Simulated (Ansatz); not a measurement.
ZrO$_{2}$ (tetragonal-ZrO2 type, space group P4_2/nmc)

```cif
data_O4Zr2
_chemical_formula_sum 'Zr2 O4'
_space_group_name_H-M_alt 'P42/nmc :1'
_space_group_IT_number 137
_space_group_name_Hall 'P 4n 2n -1n'
_cell_length_a 3.60134
_cell_length_b 3.60134
_cell_length_c 5.22804
_cell_angle_alpha 90.000
_cell_angle_beta 90.000
_cell_angle_gamma 90.000
loop_
_space_group_symop_operation_xyz
  'x, y, z'
  '-y+1/2, x+1/2, z+1/2'
  '-x, -y, z'
  'y+1/2, -x+1/2, z+1/2'
  'x+1/2, -y+1/2, -z+1/2'
  '-y, -x, -z'
  '-x+1/2, y+1/2, -z+1/2'
  'y, x, -z'
  '-x+1/2, -y+1/2, -z+1/2'
  'y, -x, -z'
  'x+1/2, y+1/2, -z+1/2'
  '-y, x, -z'
  '-x, y, z'
  'y+1/2, x+1/2, z+1/2'
  'x, -y, z'
  '-y+1/2, -x+1/2, z+1/2'
loop_
_atom_site_label
_atom_site_type_symbol
_atom_site_symmetry_multiplicity
_atom_site_Wyckoff_symbol
_atom_site_fract_x
_atom_site_fract_y
_atom_site_fract_z
_atom_site_occupancy
Zr1 Zr 2 a 0.00000 0.00000 0.00000 1
O1 O 4 d 0.00000 0.50000 0.19679 1
```

Equation-of-state scan: isotropic scaling of the cell above, V₀ being its volume. The atoms relax within the cell's symmetry.

Calculation: r2SCAN (plane waves to 500 eV, PAW, scalar-relativistic; Ansatz, a quantum-chemistry and plane-wave program). k mesh 10×10×7 (Γ-centred), Fermi-Dirac smearing 0.05 eV. Energies are smeared free energies. With the shape held, the modulus is that of even scaling; a crystal free to change shape is softer. This is a high-temperature form of ZrO2. ZrO2 is run without spin polarisation. ZrO2 was relaxed with its symmetry unable to fall. ΔE is measured from the relaxed starting cell.

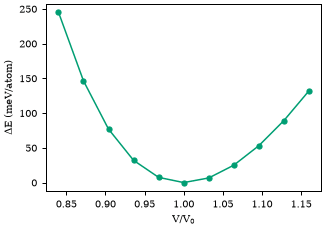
Fig. 1. ΔE (meV/atom) against V/V₀; markers are the computed points, lines only join them.

Question: What is ΔE at V/V₀ = 0.840?

Answer: About 250 meV/atom.

Question: What is ΔE at V/V₀ = 1.160?

Answer: About 130 meV/atom.

Question: What bulk modulus at fixed cell shape B₀ follows from a third-order Birch-Murnaghan fit?

Answer: About 190 GPa.

(Under strain, the slope of the energy per volume gives the stress and its curvature an elastic modulus.)
